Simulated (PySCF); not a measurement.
# MoSH4: rigid scans about the minimum

How stiff is MoSH4 (singlet) against rigid distortions? The scans start from its PBE0 minimum.

Program: PySCF 2.14.0. Level of theory: PBE0, basis Mo def2-TZVP with ECP28, S def2-TZVP, H def2-TZVP, scalar-relativistic core potentials, no spin–orbit coupling, density fitting. These are calculated values, not measurements.

## Step 1: The starting structure

6 atoms, charge 0, spin multiplicity 1.

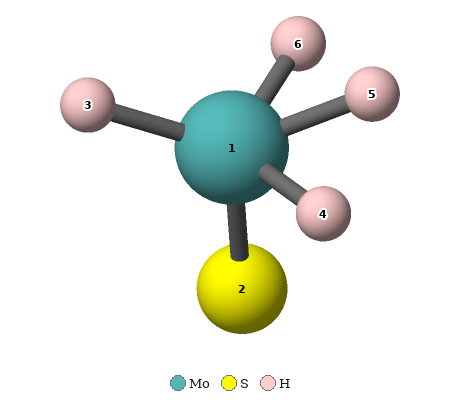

Start geometry, drawn with molybdenum teal, sulfur yellow, hydrogen pink; atoms are numbered from 1 in the order of the file.

Coordinates in bohr (charge 0 multiplicity 1):
```
Mo    0.0000    0.0000    0.0000
S     0.0000   -3.4539   -1.7913
H     0.0000    0.0757    3.2893
H     2.6439    1.0125   -1.3332
H     0.0000    2.2974   -2.1403
H    -2.6439    1.0125   -1.3332
```

## Step 2: Breathing scan

One driver script runs all scans and calls PySCF for each point, on a (75, 302) grid.

On the command line:

```
OMP_NUM_THREADS=2 python axn.py task.json out
```

A rigid scan with PBE0: all bonds to the central atom are scaled together. Each point starts from its neighbour's orbitals, and energies count from the minimum.

| scale of all bonds to the centre | energy (kJ/mol) | dipole size (D) |
| --- | --- | --- |
| 0.88 | 301.0 | 0.48 |
| 0.92 | 120.5 | 0.66 |
| 0.96 | 27.2 | 0.83 |
| 1.00 | 0.0 | 1.00 |
| 1.04 | 22.3 | 1.17 |
| 1.08 | 80.8 | 1.32 |
| 1.14 | 214.3 | 1.54 |
| 1.22 | 439.7 | 1.80 |
| 1.35 | 838.0 | 2.15 |

The scan took 29 s on 2 threads of Intel Xeon Platinum 8375C at 2.90GHz (Ice Lake), shared host.

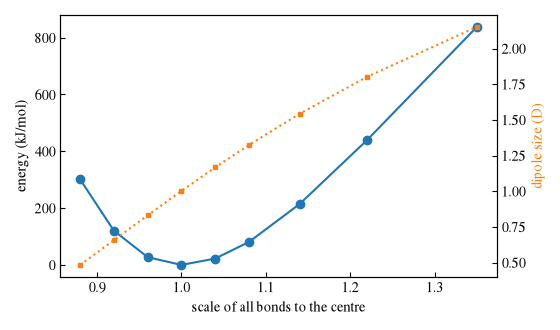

Energy (circles) and dipole moment (squares) along the scan.

## Step 3: Stretching one bond

A rigid scan with PBE0: the bond from Mo to the last atom (H) is scaled and the rest held.

| scale of one bond | energy (kJ/mol) | dipole size (D) |
| --- | --- | --- |
| 0.92 | 15.6 | 1.07 |
| 0.96 | 3.5 | 1.03 |
| 1.00 | 0.0 | 1.00 |
| 1.05 | 4.5 | 0.97 |
| 1.12 | 22.6 | 0.95 |
| 1.20 | 53.3 | 0.95 |
| 1.35 | 122.6 | 1.04 |
| 1.55 | 214.3 | 1.32 |
| 1.80 | 308.7 | 1.74 |
| 2.20 | 408.4 | 2.26 |

The scan took 30 s.

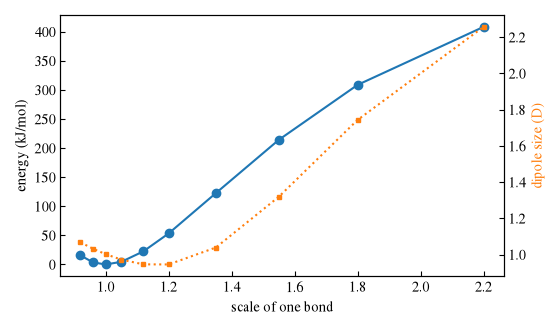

Energy (circles) and dipole moment (squares) along the scan.

A restricted determinant lies too high at long bonds, where the pair should uncouple.

## Step 4: Outcome

```
            quantity        value
all bonds 4 % longer  22.3 kJ/mol
one bond 20 % longer  53.3 kJ/mol
```

In words: Shortening all bonds by 4 % costs 27.2 kJ/mol and lengthening them 22.3: the wall is steeper on the short side. Whether spin polarisation would lower the closed shell was not checked.
